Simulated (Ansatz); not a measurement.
**Response to strain in hypothetical zinc blende BaS**

Base system: BaS in the zinc blende structure (space group F-43m, No. 216; a = 7.038 Å; a hypothetical phase, not in the database extracts checked).

Strains are applied to the cell and any free atomic positions relax.

Method: Kohn–Sham DFT with the r2SCAN functional, run in Ansatz (a first-principles code) with PAW and 500 eV plane waves, no spin-orbit coupling.

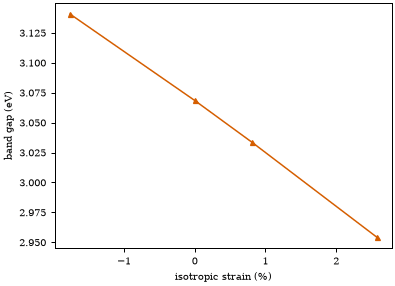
Figure. Band gap against isotropic strain

From the plot, what is the band gap for isotropic strain +0.81 %?

About 3.03 eV.

Is the trend monotonic over the range shown?

Yes, it falls throughout, spanning 2.95 eV to 3.14 eV.

Whether these cells are dynamically stable was not tested.
